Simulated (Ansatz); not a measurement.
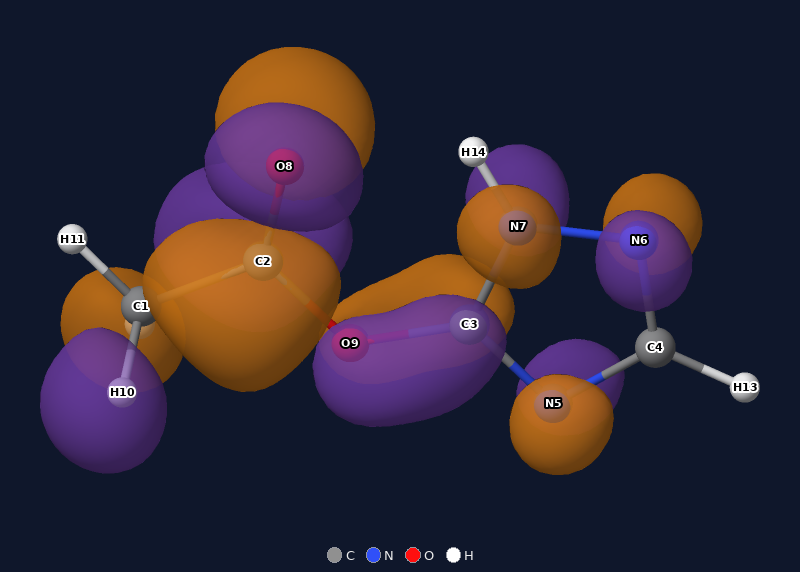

Figure 1: C4H5N3O2. The LUMO at ±0.08 Å⁻³ᐟ² (orange and purple are the two phases), seen at a tilt.

Geometry: B3LYP/def2-SVP.

Computed with Ansatz, isolated molecule in a Gaussian basis; Kohn-Sham density functional theory, functional PBE0.

The calculation's input:

```
crystal:
  periodic: [false, false, false]
  atoms:
    - symbol: C
      position_ang: [-2.217926, 0.023370, -1.823494]
    - symbol: C
      position_ang: [-0.782526, -0.132257, -1.412357]
    - symbol: C
      position_ang: [0.507482, -0.322428, 0.590930]
    - symbol: C
      position_ang: [1.950596, -0.508156, 2.075820]
    - symbol: "N"
      position_ang: [0.606492, -0.370250, 1.895902]
    - symbol: N
      position_ang: [2.666991, -0.546479, 0.965773]
    - symbol: N
      position_ang: [1.723392, -0.425581, 0.006665]
    - symbol: O
      position_ang: [0.169776, -0.202382, -2.145662]
    - symbol: O
      position_ang: [-0.683585, -0.186534, -0.048933]
    - symbol: H
      position_ang: [-2.632895, 0.944769, -1.386770]
    - symbol: H
      position_ang: [-2.283237, 0.058695, -2.916893]
    - symbol: H
      position_ang: [-2.811776, -0.816794, -1.432140]
    - symbol: H
      position_ang: [2.413078, -0.582483, 3.059477]
    - symbol: H
      position_ang: [1.928833, -0.415597, -0.987320]
basis:
  gaussian: {orbitals: def2-SVPD}
output: {forces: true, orbitals: {seedname: orbitals}}
hamiltonian: {xc: pbe0}
```

Command:

```sh
ansatz run input.yaml --threads 4 --pin off --max-ram 7830MiB --events-out events.jsonl --progress --plain --runs-dir runs
```

Question: Where does this orbital lie, and at what energy?

Answer: It lies mainly on C2 (about 35 %), O8 (about 25 %) and O9 (about 5 %). Its energy is −1.11 eV.
